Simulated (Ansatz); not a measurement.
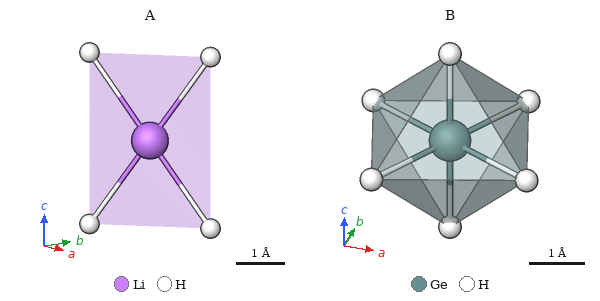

Coordination polyhedra in LiGeH₃ (P4/mbm). The shape measure S (0 to 100) is the computed least-squares distance from an ideal polyhedron; S = 0 means ideal. Source: the end point of a relaxation with DFT PBE, scalar-relativistic, plane waves, PAW in Ansatz; the starting structure was generated, so it need not be a known form of this composition.

**Which coordination does each panel show?**

A. LiH4: a clearly distorted square plane (coordination number 4, S = 2.88; next best see-saw, S = 21.3); mean bond 2.24 Å.
B. GeH6: a slightly distorted octahedron (coordination number 6, S = 0.17; next best trigonal prism, S = 16.9); mean bond 1.94 Å.
